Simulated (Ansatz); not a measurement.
# Zr2BAs: relaxing a made-up structure

This structure for Zr2BAs is made up. Its elements were placed in a known structure type with a cell scaled to their sizes. What cell does the guess relax to, and how far off was it?

Method: DFT, PBEsol, plane-wave PAW, files of the set soft_1, scalar-relativistic, no spin, cell and ions relaxed at zero pressure; PAW set soft_1, in Ansatz 0.2.0.

## 1. Set-up

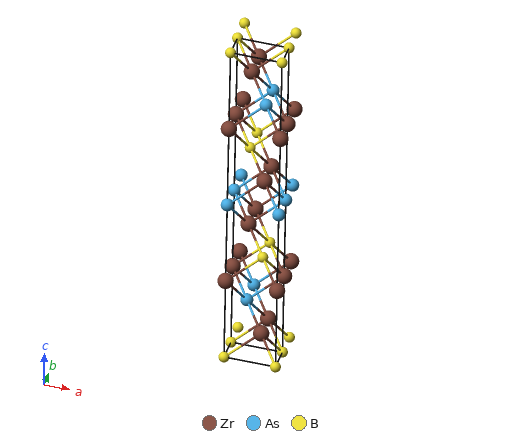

Start, viewed slightly off an axis; zirconium brown, arsenic blue, boron yellow. 1×2×1 cells are drawn. This picture shows the conventional cell, with its axes. Bonds to atoms that aren't drawn are left out. Some periodic images of atoms are drawn too.

## 2. Relaxation of the guess

The guess takes its coordinates from another compound and its volume from a rule, so the cell and any free coordinates are relaxed together.

input.yaml reads:

```yaml
crystal:
  lattice:
    - [1.721, 0.993619813, 5.62]
    - [-1.721, 0.993619813, 5.62]
    - [0.0, -1.987239627, 5.62]
  atoms:
    - { symbol: Zr, position: [0.250099998, 0.250099998, 0.250099998] }
    - { symbol: Zr, position: [0.749900002, 0.749900002, 0.749900002] }
    - { symbol: As, position: [0.5, 0.5, 0.5] }
    - { symbol: B, position: [0.0, 0.0, 0.0] }
kpoints:
  mp_grid: { grid: [9, 9, 9] }
scf:
  occupations: { method: fermi_dirac, width: 0.05 }
hamiltonian:
  xc: pbesol
  pseudopotentials: { kind: paw, azcp: { folder: soft_1 }, xc_functional: pbe }
relax:
  f_tol: 0.015
  max_steps: 70
  cell: {}
output:
  forces: true
  stress: true
```

Run with:

```console
> ansatz run input.yaml --threads 4 --pin off --max-ram 8192MiB --backend cpu --events-out ev --progress --plain --runs-dir out
```

Numbers of over 12 decimals in the logs are rounded to 6 here.

What it wrote:

```text
basis.fft_grid_basis auto: the FFT boxes are laid along the combinations [[1, 0, -1], [0, 1, -1], [0, 0, 1]] of the cell's own vectors, 3.442, 3.442 and 5.961 Å long. The dense box has 24×24×40 points. Along the cell's own vectors, as sized, it would have 40×40×40, 2.78 times as many. Of the 12 symmetry operations that the crystal satisfies within crystal.symmetry.tolerance (time reversal apart; of a slab, those that [...]
Engine: ansatz 0.2.0, aarch64-unknown-linux-gnu
Pseudopotentials: kind: paw
Pseudopotential: Zr, paw, valence charge 12, recommended cutoff 420 eV (normal), soft_1/Zr.paw.azcp
Pseudopotential: As, paw, valence charge 15, recommended cutoff 420 eV (normal), soft_1/As.paw.azcp
Pseudopotential: B, paw, valence charge 3, recommended cutoff 420 eV (normal), soft_1/B.paw.azcp
Functional definition: PBEsol
  exchange = pbesol_x
  correlation = pbesol_c
Crystal: 4 atoms, lattice volume = 57.662 Å³
Basis set: ecut = 420 eV, 1105 PW (Γ), FFT grids on a1−a3, a2−a3, a3, exchange–correlation on 48×48×80 points (8 copies of the dense FFT grid, shifted against one another)
Bands: 26, of which v1, the nominal top of the filled ones, is band 21 counted from 1 (20 counted from 0)
Symmetry: 12 space group operations
Space group: R-3m (ITA 166), of the structure as read, at distance tolerance 3.9e-5 Å
k-points: 85 of 729
Non-local potential: Zr, projectors of the file, l = 0: 3, l = 1: 2, l = 2: 2, l = 3: 1
Non-local potential: As, projectors of the file, l = 0: 2, l = 1: 2, l = 2: 3, l = 3: 1
Non-local potential: B, projectors of the file, l = 0: 2, l = 1: 2, l = 2: 1
PAW form: soft (Blöchl's): semilocal exchange-correlation on the pseudo side does not see the compensation charge
PAW frozen core: Zr, regenerated for the run's functional, and the local potential with it (the file was generated under x = pbe(κ = 0.804, μ = 0.219515), c = pbe(β = 0.066725))
PAW frozen core: As, regenerated for the run's functional, and the local potential with it (the file was generated under x = pbe(κ = 0.804, μ = 0.219515), c = pbe(β = 0.066725))
PAW frozen core: B, regenerated for the run's functional, and the local potential with it (the file was generated under x = pbe(κ = 0.804, μ = 0.219515), c = pbe(β = 0.066725))
PAW one-centre angular grid: Zr, 590 points (default); XC on 64 Gauss nodes
PAW one-centre angular grid: As, 590 points (default); XC on 64 Gauss nodes
PAW one-centre angular grid: B, 110 points (default); XC on 64 Gauss nodes
Initial density: superposition of atomic densities (chi_scale 0.1, normalization cell, long waves kept (reshape's long-wave potential 0.02 eV rms))
Initial wavefunctions: pseudopotential atomic-orbital guess
Functional: x = pbesol(κ = 0.804, μ = 0.123457), c = pbesol(β = 0.046)
SCF iter   1: F=—  HF=-13226.750130 eV  |F-HF|=—  |Δ(HF+E_count)|=         —  Δρ=7.07e-2  dr2=8.69e0  ethr=3.10e-3  ⟨swp⟩=5.8  Hψ=9576  notcnv=0
preconditioner: auto → Kerker (q_TF=auto, 2.588 Å⁻¹)  [metal: Δε(μ)=0.068 eV  Ē_g=7.230 eV  σ=0.050 eV  W_gap=0.31  n_scr=22 (ndim 8)  ℏωp=19.6 eV  f_vac=0.000  D(μ)=0.75/eV (n_scr^D=2)]
SCF iter   2: F=—  HF=-13225.452864 eV  |F-HF|=—  |Δ(HF+E_count)|=    1.30e0  Δρ=3.49e-2  dr2=2.20e0  ethr=3.10e-3  ⟨swp⟩=2.7  Hψ=3809  notcnv=0  defer=20
SCF iter   3: F=—  HF=-13225.005274 eV  |F-HF|=—  |Δ(HF+E_count)|=   4.48e-1  Δρ=9.04e-3  dr2=1.24e-1  ethr=3.10e-3  ⟨swp⟩=3.2  Hψ=4182  notcnv=0  defer=20
SCF iter   4: F=—  HF=-13224.980482 eV  |F-HF|=—  |Δ(HF+E_count)|=   2.48e-2  Δρ=3.04e-3  dr2=1.22e-2  ethr=2.95e-4  ⟨swp⟩=3.1  Hψ=4885  notcnv=0  defer=15
SCF iter   5: F=—  HF=-13224.976580 eV  |F-HF|=—  |Δ(HF+E_count)|=   3.90e-3  Δρ=1.36e-3  dr2=2.19e-3  ethr=2.90e-5  ⟨swp⟩=2.0  Hψ=4209  notcnv=0  defer=15
SCF iter   6: F=—  HF=-13224.975781 eV  |F-HF|=—  |Δ(HF+E_count)|=   7.99e-4  Δρ=2.90e-4  dr2=9.19e-5  ethr=5.22e-6  ⟨swp⟩=2.7  Hψ=3586  notcnv=0  defer=15
SCF iter   7: F=—  HF=-13224.975757 eV  |F-HF|=—  |Δ(HF+E_count)|=   2.35e-5  Δρ=5.64e-5  dr2=2.31e-6  ethr=2.19e-7  ⟨swp⟩=2.0  Hψ=3826  notcnv=0  defer=15
SCF iter   8: F=-13224.975756 eV  HF=-13224.975756 eV  |F-HF|=3.85e-8  |Δ(HF+E_count)|=   1.41e-6  Δρ=1.22e-5  dr2=7.82e-8  ethr=2.38e-10  ⟨swp⟩=3.0  Hψ=10100  notcnv=0
SCF 1 converged in 8 iterations: F = -13224.975756 eV  dr2 = 7.82e-8
  greatest PAW one-centre occupation: 0.999 electrons in one spin orbital (limit 2), on the As atom at site 2 (counted from 0), in its partial waves of l = 2
relax step   1: F+E_penalty+E_count = -13224.97575592 eV  Δ(F+E_penalty+E_count) = +0.000e0 eV  max|allowed force component| = 5.081e0 eV/Å  Δτ_max = 0.0000 Å  P = +35.337 GPa  Ω = 57.662 Å³  (8 SCF iters, dr2 threshold 1.00e-7 eV, accepted)
Crystal: 4 atoms, lattice volume = 64.040 Å³
Basis set: ecut = 420 eV, 1225 PW (Γ), FFT grids on a1−a3, a2−a3, a3, exchange–correlation on 48×48×80 points (8 copies of the dense FFT grid, shifted against one another)
Initial density: handed on by an earlier stage of this run
Initial wavefunctions: those handed on with the density
SCF iter   1: F=—  HF=-13226.844338 eV  |F-HF|=—  |Δ(HF+E_count)|=         —  Δρ=2.69e-2  dr2=1.71e0  ethr=3.10e-3  ⟨swp⟩=7.7  Hψ=12175  notcnv=0
preconditioner: auto → Kerker (q_TF=auto, 2.543 Å⁻¹)  [metal: Δε(μ)=0.024 eV  Ē_g=6.590 eV  σ=0.050 eV  W_gap=0.12  n_scr=22 (ndim 8)  ℏωp=18.6 eV  f_vac=0.000  D(μ)=1.21/eV (n_scr^D=2)]
SCF iter   2: F=—  HF=-13226.619184 eV  |F-HF|=—  |Δ(HF+E_count)|=   2.25e-1  Δρ=1.38e-2  dr2=5.49e-1  ethr=3.10e-3  ⟨swp⟩=1.8  Hψ=3066  notcnv=0  defer=3
SCF iter   3: F=—  HF=-13226.521319 eV  |F-HF|=—  |Δ(HF+E_count)|=   9.79e-2  Δρ=3.78e-3  dr2=4.53e-2  ethr=1.31e-3  ⟨swp⟩=2.3  Hψ=4264  notcnv=0  defer=9
SCF iter   4: F=—  HF=-13226.505834 eV  |F-HF|=—  |Δ(HF+E_count)|=   1.55e-2  Δρ=2.29e-3  dr2=9.13e-3  ethr=1.08e-4  ⟨swp⟩=2.2  Hψ=4925  notcnv=0  defer=9
SCF iter   5: F=—  HF=-13226.503159 eV  |F-HF|=—  |Δ(HF+E_count)|=   2.68e-3  Δρ=7.46e-4  dr2=5.72e-4  ethr=2.17e-5  ⟨swp⟩=2.0  Hψ=3003  notcnv=0  defer=9
SCF iter   6: F=—  HF=-13226.502993 eV  |F-HF|=—  |Δ(HF+E_count)|=   1.66e-4  Δρ=1.74e-4  dr2=1.85e-5  ethr=1.36e-6  ⟨swp⟩=2.1  Hψ=3854  notcnv=0  defer=9
SCF iter   7: F=—  HF=-13226.502977 eV  |F-HF|=—  |Δ(HF+E_count)|=   1.59e-5  Δρ=3.73e-5  dr2=9.57e-7  ethr=4.40e-8  ⟨swp⟩=2.0  Hψ=3946  notcnv=0  defer=9
SCF iter   8: F=-13226.502976 eV  HF=-13226.502977 eV  |F-HF|=3.30e-8  |Δ(HF+E_count)|=   1.34e-7  Δρ=8.27e-6  dr2=4.86e-8  ethr=9.52e-10  ⟨swp⟩=4.9  Hψ=8489  notcnv=0
SCF 2 converged in 8 iterations: F = -13226.502976 eV  dr2 = 4.86e-8
relax step   2: F+E_penalty+E_count = -13226.50297647 eV  Δ(F+E_penalty+E_count) = -1.527e0 eV  max|allowed force component| = 8.631e-1 eV/Å  Δτ_max = 0.1950 Å  P = +8.763 GPa  Ω = 64.040 Å³  energy of the carried Pulay correction = -1.524e-3 eV  (8 SCF iters, dr2 threshold 4.00e-7 eV, accepted)
Crystal: 4 atoms, lattice volume = 67.409 Å³
Basis set: ecut = 420 eV, 1299 PW (Γ), FFT grids on a1−a3, a2−a3, a3, exchange–correlation on 48×48×80 points (8 copies of the dense FFT grid, shifted against one another)
iter 1 solved again at ethr=9.09e-4 eV; its pass at ethr=3.10e-3 eV (dr2=3.82e-1 eV) is discarded
SCF iter   1: F=—  HF=-13226.733985 eV  |F-HF|=—  |Δ(HF+E_count)|=         —  Δρ=1.17e-2  dr2=3.84e-1  ethr=9.09e-4  ⟨swp⟩=1.1  Hψ=14319  notcnv=0
preconditioner: auto → Kerker (q_TF=auto, 2.521 Å⁻¹)  [metal: Δε(μ)=0.036 eV  Ē_g=6.404 eV  σ=0.050 eV  W_gap=0.17  n_scr=22 (ndim 8)  ℏωp=18.1 eV  f_vac=0.000  D(μ)=1.27/eV (n_scr^D=2)]
SCF iter   2: F=—  HF=-13226.683128 eV  |F-HF|=—  |Δ(HF+E_count)|=   5.09e-2  Δρ=5.66e-3  dr2=1.13e-1  ethr=9.09e-4  ⟨swp⟩=2.0  Hψ=2636  notcnv=0
SCF iter   3: F=—  HF=-13226.663430 eV  |F-HF|=—  |Δ(HF+E_count)|=   1.97e-2  Δρ=1.54e-3  dr2=5.92e-3  ethr=2.68e-4  ⟨swp⟩=3.0  Hψ=3525  notcnv=0  defer=2
SCF iter   4: F=—  HF=-13226.662047 eV  |F-HF|=—  |Δ(HF+E_count)|=   1.38e-3  Δρ=8.53e-4  dr2=1.30e-3  ethr=1.41e-5  ⟨swp⟩=2.0  Hψ=4867  notcnv=0  defer=9
SCF iter   5: F=—  HF=-13226.661209 eV  |F-HF|=—  |Δ(HF+E_count)|=   8.37e-4  Δρ=3.84e-4  dr2=2.21e-4  ethr=3.10e-6  ⟨swp⟩=2.0  Hψ=3786  notcnv=0  defer=9
SCF iter   6: F=—  HF=-13226.661153 eV  |F-HF|=—  |Δ(HF+E_count)|=   5.66e-5  Δρ=9.65e-5  dr2=8.96e-6  ethr=5.27e-7  ⟨swp⟩=2.0  Hψ=3825  notcnv=0  defer=9
SCF iter   7: F=-13226.661150 eV  HF=-13226.661150 eV  |F-HF|=1.18e-7  |Δ(HF+E_count)|=   2.66e-6  Δρ=1.99e-5  dr2=2.97e-7  ethr=9.52e-10  ⟨swp⟩=4.8  Hψ=11972  notcnv=0
SCF 3 converged in 7 iterations: F = -13226.661150 eV  dr2 = 2.97e-7
relax step   3: F+E_penalty+E_count = -13226.66114996 eV  Δ(F+E_penalty+E_count) = -1.582e-1 eV  max|allowed force component| = 3.348e-1 eV/Å  Δτ_max = 0.0339 Å  P = -0.189 GPa  Ω = 67.409 Å³  energy of the carried Pulay correction = -2.267e-3 eV  (7 SCF iters, dr2 threshold 4.00e-7 eV, accepted)
[...]
relax step   4: F+E_penalty+E_count = -13226.67100014 eV  Δ(F+E_penalty+E_count) = -9.850e-3 eV  max|allowed force component| = 1.103e-1 eV/Å  Δτ_max = 0.0144 Å  P = +0.014 GPa  Ω = 67.321 Å³  energy of the carried Pulay correction = -2.248e-3 eV  (7 SCF iters, dr2 threshold 4.00e-7 eV, accepted)
[...]
relax step   5: F+E_penalty+E_count = -13226.67199555 eV  Δ(F+E_penalty+E_count) = -9.954e-4 eV  max|allowed force component| = 4.035e-3 eV/Å  Δτ_max = 0.0066 Å  P = +0.041 GPa  Ω = 67.316 Å³  energy of the carried Pulay correction = -2.247e-3 eV  (6 SCF iters, dr2 threshold 4.00e-7 eV, accepted)
[...]
relax step   6: F+E_penalty+E_count = -13226.67641008 eV  Δ(F+E_penalty+E_count) = -4.415e-3 eV  max|allowed force component| = 3.721e-3 eV/Å  Δτ_max = 0.0000 Å  P = +0.121 GPa  Ω = 67.316 Å³  stress off target by 1.60e-1 GPa  SCF on the basis re-selected at this cell (its energy is not comparable with the rows above)  (7 SCF iters)
[...]
relax step   7: F+E_penalty+E_count = -13226.67642859 eV  Δ(F+E_penalty+E_count) = -1.851e-5 eV  max|allowed force component| = 6.983e-4 eV/Å  Δτ_max = 0.0004 Å  P = +0.020 GPa  Ω = 67.361 Å³  energy of the carried Pulay correction = -7.909e-6 eV  (3 SCF iters, dr2 threshold 6.43e-8 eV, accepted)
iter 1 solved again at ethr=6.83e-8 eV; its pass at ethr=3.10e-3 eV (dr2=2.87e-5 eV) is discarded
SCF iter   1: F=—  HF=-13226.676441 eV  |F-HF|=—  |Δ(HF+E_count)|=         —  Δρ=5.81e-6  dr2=3.35e-8  ethr=6.83e-8  ⟨swp⟩=3.0  Hψ=15363  notcnv=0
SCF iter   2: F=—  HF=-13226.676437 eV  |F-HF|=—  |Δ(HF+E_count)|=   3.55e-6  Δρ=3.57e-6  dr2=1.25e-8  ethr=7.99e-11  ⟨swp⟩=2.1  Hψ=3174  notcnv=0
SCF iter   3: F=—  HF=-13226.676437 eV  |F-HF|=—  |Δ(HF+E_count)|=  8.39e-10  Δρ=9.23e-7  dr2=1.31e-9  ethr=2.98e-11  ⟨swp⟩=2.4  Hψ=3619  notcnv=0
SCF iter   4: F=—  HF=-13226.676437 eV  |F-HF|=—  |Δ(HF+E_count)|=  3.40e-10  Δρ=3.96e-7  dr2=1.73e-10  ethr=3.12e-12  ⟨swp⟩=2.0  Hψ=3785  notcnv=0
SCF iter   5: F=-13226.676437 eV  HF=-13226.676437 eV  |F-HF|=1.46e-11  |Δ(HF+E_count)|=  4.91e-11  Δρ=1.44e-7  dr2=2.33e-11  ethr=1.00e-12  ⟨swp⟩=4.1  Hψ=7933  notcnv=0
SCF 8 converged in 5 iterations: F = -13226.676437 eV  dr2 = 2.33e-11
relax step   8: F+E_penalty+E_count = -13226.67643700 eV  Δ(F+E_penalty+E_count) = -8.408e-6 eV  max|allowed force component| = 9.086e-4 eV/Å  Δτ_max = 0.0000 Å  P = +0.019 GPa  Ω = 67.361 Å³  stress off target by 2.14e-2 GPa  SCF on the basis re-selected at this cell (its energy is not comparable with the rows above)  (5 SCF iters)
basis re-selected at this cell: Δ(F+E_penalty+E_count) = -8.408e-6 eV, ΔP = -0.000 GPa vs the last step (what re-selecting the basis moved, of the pressure what is left beyond the Pulay correction that the steps carried, after the strain that the cell walked since its last selection, with what the two solves' SCF thresholds leave and, on support functions, any second-order correction that the steps lacked; it is no m [...]
SCF converged after 5 iterations
Free energy (F): -13226.676437 eV
Harris-Foulkes:  -13226.676437 eV  (|F-HF|=1.46e-11)
Internal energy: -13226.667086 eV  (E = F + TS)
E sigma→0 (E₀):  -13226.671761 eV
Entropy (-TS):   -0.009351 eV (-2.338 meV/atom)
Fermi energy:    13.553898 eV
--- Per-component energies (eV) ---
  E_band       = -352.782691
  E_kinetic    = 780.084994
  E_local      = -3157.604983  (includes V_loc(G=0)·N_el)
  E_nonlocal   = -231.789539
  E_hartree    = 1521.467610
  E_xc         = -412.313251
  E_vxc        = -480.198794  (∫ρ·V_xc dr)
  E_paw        = -7865.574813  (= ΣΔE_a)
  E_vpaw       = -306.209568  (= ΣTr[D̂ρ^β])
  E_aug_tail   = -0.000055  (compensation charges beyond the density's cutoff)
  E_ewald      = -3862.249632
  E_core_change = 1.312583  (= ΣΔE_core)
  E_smearing   = -0.009351  (= −TS)
  E_closure    = 0.000000  (closes the sum)
  Σ components = -13226.676437   (vs F -13226.676437, Δ=0.00e0)
--- Forces (eV/Å), atoms counted from 1 ---
  atom   1  Zr     0.00000000    -0.00000000     0.00090859
  atom   2  Zr    -0.00000000     0.00000000    -0.00090859
  atom   3  As    -0.00000000     0.00000000     0.00000000
  atom   4  B      0.00000000    -0.00000000    -0.00000000
  max |Σ_I F_I| component: 1.89e-29 eV/Å
--- Stress (GPa, compression-positive) ---
        0.021382       0.000000       0.000000
        0.000000       0.021382       0.000000
        0.000000       0.000000       0.015667
  P = ⅓ Tr σ = 0.0195 GPa (0.195 kbar)
--- Relaxed structure (6 steps of the walk, 6 accepted, 2 SCFs on fresh bases) ---
  F+E_penalty+E_count = -13226.67643700 eV   max|allowed force component| = 9.086e-4 eV/Å   (the final SCF, on the basis selected at the relaxed cell)
  cell:  # Å, volume = 67.3611 Å³
    - [1.779158, 1.027197, 6.143132]
    - [-1.779158, 1.027197, 6.143132]
    - [0, -2.054394, 6.143132]
  atoms:
    - { symbol: Zr, position: [0.260919, 0.260919, 0.260919] }
    - { symbol: Zr, position: [0.739081, 0.739081, 0.739081] }
    - { symbol: As, position: [0.500000, 0.500000, 0.500000] }
    - { symbol: B, position: [-9.268128003203576e-19, -9.268128003203566e-19, -9.268127998837217e-19] }
```

Elapsed: 19 s, on 4 threads of Arm Neoverse V1, shared host; peak memory 0.54 GiB.

The steps of the relaxation:

| step | energy less that of the first step (eV) | largest force component (eV/Å) | pressure (GPa) | volume (Å³) |
| --- | --- | --- | --- | --- |
| 1 | 0.0000 | 5.0808 | 35.34 | 57.66 |
| 2 | -1.5272 | 0.8631 | 8.76 | 64.04 |
| 3 | -1.6854 | 0.3348 | -0.19 | 67.41 |
| 4 | -1.6952 | 0.1103 | 0.01 | 67.32 |
| 5 | -1.6962 | 0.0040 | 0.04 | 67.32 |
| 6* | -1.7007 | 0.0037 | 0.12 | 67.32 |
| 7 | -1.7007 | 0.0007 | 0.02 | 67.36 |
| 8* | -1.7007 | 0.0009 | 0.02 | 67.36 |

Relaxation steps marked * repeat the geometry before them on a plane-wave basis chosen anew for their cell, so energy and pressure can jump there.

Forces are held to the 12 operations that the run works with; a distortion that breaks them can't arise in this run.

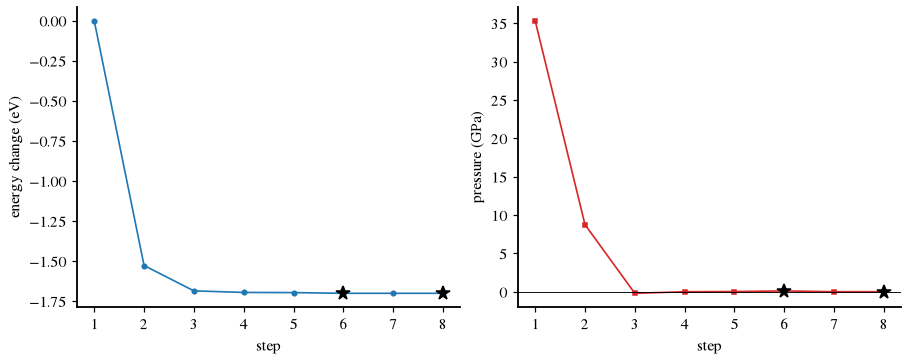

Energy and pressure along the relaxation. Stars mark steps on a basis chosen anew.

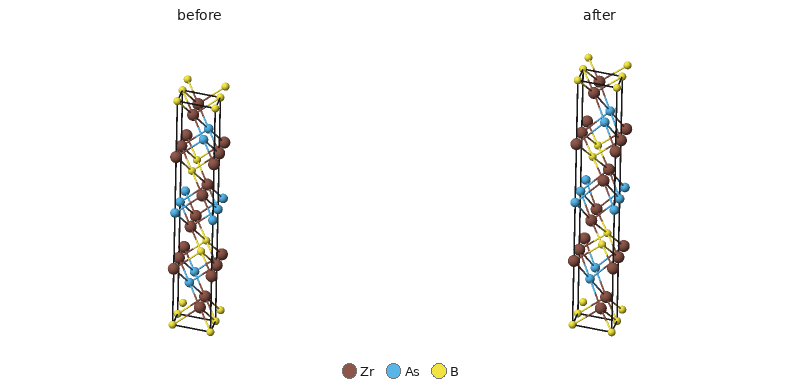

Before and after, at one scale. Bonds to atoms that aren't drawn are left out.

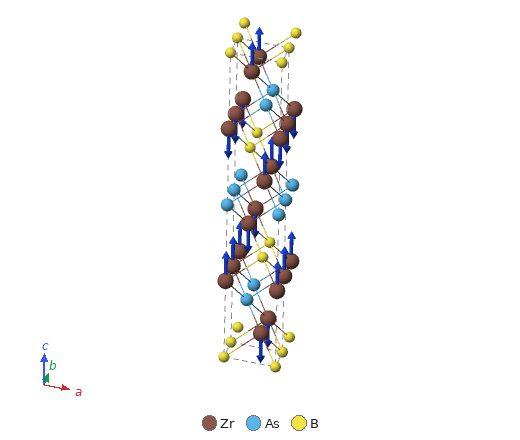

Displacements in the relaxation, exaggerated, measured against the changing cell; the longest in the cell stands for 0.20 Å. Bonds to atoms that aren't drawn are left out. 1×2×1 conventional cells are drawn. Some periodic images of atoms are drawn too.

| conventional cell, symmetrised | before | after | change |
| --- | --- | --- | --- |
| a (Å) | 3.442 | 3.558 | +3.4 % |
| b (Å) | 3.442 | 3.558 | +3.4 % |
| c (Å) | 16.860 | 18.429 | +9.3 % |
| volume (Å³/atom) | 14.42 | 16.84 | +16.8 % |

The atoms that moved most (Å, as changes of fractional coordinates times the final cell):

| atom | dx | dy | dz | length |
| --- | --- | --- | --- | --- |
| Zr2 | 0.000 | 0.000 | -0.199 | 0.199 |
| Zr1 | 0.000 | 0.000 | 0.199 | 0.199 |

Final coordinates:

```
Zr As B
1.0
     1.77916    1.02720    6.14313
    -1.77916    1.02720    6.14313
     0.00000   -2.05439    6.14313
Zr As B
2 1 1
Direct
  0.26092 0.26092 0.26092
  0.73908 0.73908 0.73908
  0.50000 0.50000 0.50000
  0.00000 0.00000 0.00000
```

This step gave:

| Quantity | Value |
| --- | --- |
| free energy | -13226.6764 eV |
| energy at zero smearing | -13226.6718 eV |
| smearing term TS | 0.009351 eV |
| Fermi energy | 13.55 eV |
| electrons | 42 |
| symmetry operations | 12 |
| pressure | 0.01948 GPa |

Shortest distances by pair of elements, guess and relaxed (not always the same contact):

| pair | guess (Å) | relaxed (Å) |
| --- | --- | --- |
| B–Zr | 2.433 | 2.450 |
| As–Zr | 2.435 | 2.690 |
| Zr–Zr | 3.439 | 3.368 |
| As–As | 3.442 | 3.558 |
| B–B | 3.442 | 3.558 |

The relaxation ends with a largest force component of 9.1e-4 eV/Å and a pressure of 0.02 GPa.

## 3. Summary of results

| Property | Result |
| --- | --- |
| space group, relaxed | R-3m |
| conventional cell | a = 3.558, b = 3.558, c = 18.429 Å; α = 90.0°, β = 90.0°, γ = 120.0° |
| volume per atom | 16.84 Å³ (guess 14.42) |

In words: Zr2BAs relaxes to R-3m with a = 3.558, b = 3.558 and c = 18.429 Å. The guessed volume was 14 % too small. The space group R-3m was held in the relaxation, so the end point is a stationary structure within it and may be a saddle against distortions or other arrangements. Mesh and cutoff weren't tested. A vector of the cell changed its length by 9 %, more than the volume shows. No dispersion term is used, so weakly bound directions may come out too long. Nothing here tests whether the compound is stable against decomposition.

[Logs are printed without paths, hosts, clocks, repeated set-up lines and the standing remarks that a program may print on its own settings, such as how far it seeks lower states.]

[Hosts, paths, dates, database ids (printed as entryN), source tags and the programs' standing remarks are cut or masked in the printed files.]
